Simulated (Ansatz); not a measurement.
C3H6O2Si (SMILES [SiH3]C1OC=CO1)

Input file:

```
crystal:
  periodic: [false, false, false]
  atoms:
    - {symbol: Si, position_ang: [-0.765644, 0.526939, 1.778735]}
    - {symbol: C, position_ang: [0.270368, 0.418156, 0.184102]}
    - {symbol: O, position_ang: [-0.559679, 0.527330, -0.969910]}
    - {symbol: C, position_ang: [0.051213, -0.305148, -1.881754]}
    - {symbol: C, position_ang: [0.910522, -1.104433, -1.268804]}
    - {symbol: O, position_ang: [0.919293, -0.847355, 0.084557]}
    - {symbol: H, position_ang: [-1.770580, -0.562271, 1.774274]}
    - {symbol: H, position_ang: [0.146099, 0.393644, 2.942646]}
    - {symbol: H, position_ang: [-1.431348, 1.853216, 1.816981]}
    - {symbol: H, position_ang: [1.049971, 1.200994, 0.111338]}
    - {symbol: H, position_ang: [-0.267633, -0.244713, -2.908091]}
    - {symbol: H, position_ang: [1.524521, -1.911458, -1.629973]}
basis:
  gaussian: {orbitals: def2-TZVPP}
hamiltonian: {xc: pbe0, dispersion: d4}
output: {orbitals: {seedname: orbitals}}
```

Launched as:

```sh
ansatz run in.yaml --threads 4 --pin off --events-out ev --progress --plain --max-ram 10444MiB
```

Geometry: PBE0-D4/def2-TZVP.

Level of theory: RKS PBE0-D4/def2-TZVPP (Ansatz 0.2.0).

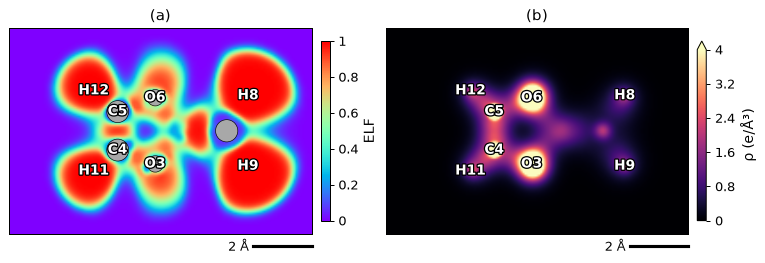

Figure 1. (a) electron localisation function; (b) total electron density on the plane of atoms O3, C4 and C5. Grey discs cover the atomic cores in the ELF map.

Read the bonding off the picture.

The section cuts through O, C and H sites.
C–C (1.32 Å): ρ is about 2.5 e/Å³ halfway; the ELF peaks at about 0.95 between the atoms: a short, multiple covalent bond.
C–O (1.38 Å): ρ at the midpoint is about 2.2 e/Å³, with its minimum of 1.9 e/Å³ about 0.5 Å from C; the ELF peaks at about 0.85 between the atoms (a polar covalent bond).
C–H (1.08 Å): the density is about 2.2 e/Å³ at the midpoint; the ELF climbs to about 1 towards the hydrogen, as it does in any bond to H (a covalent bond by its length).
The ELF also peaks beside O3 and O6, away from the bonds: lone-pair regions.

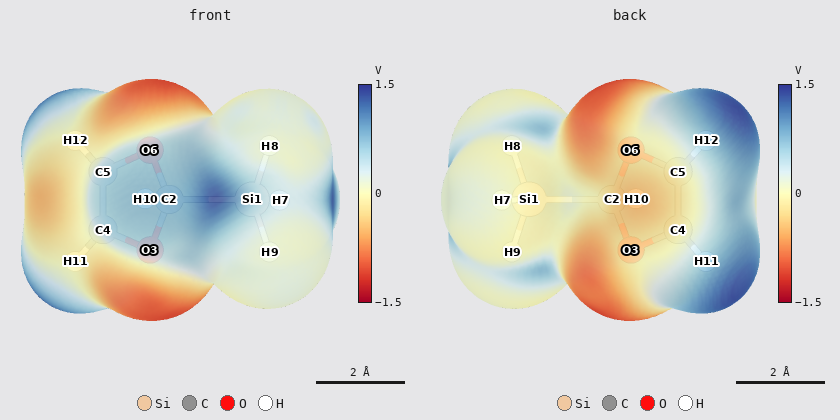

Figure 2. The molecular electrostatic potential painted on the density surface at 0.002 e/bohr³, seen from the front and from behind; red is negative and blue positive.

Which sites attract a positive test charge, and which a negative one?

A positive charge is drawn to the negative regions and a negative charge to the positive ones. The most negative region (about −1.0 V) lies over O3 and O6, the most positive (about +1.4 V) over Si1, H11 and H12.

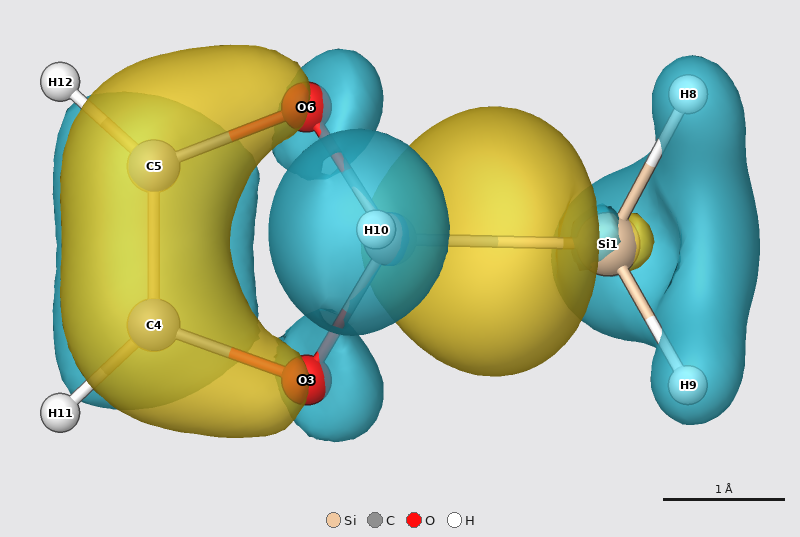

Figure 3. The HOMO−1 at ±0.1 Å⁻³ᐟ² (yellow and cyan are the two phases), seen across its widest extent.

Where does this orbital lie, and at what energy?

Its weight (Hirshfeld) is mainly on C2 (about 25 %), Si1 (about 20 %), C4 (about 15 %), C5 (about 15 %) and H10 (about 5 %). Its energy is −9.12 eV.
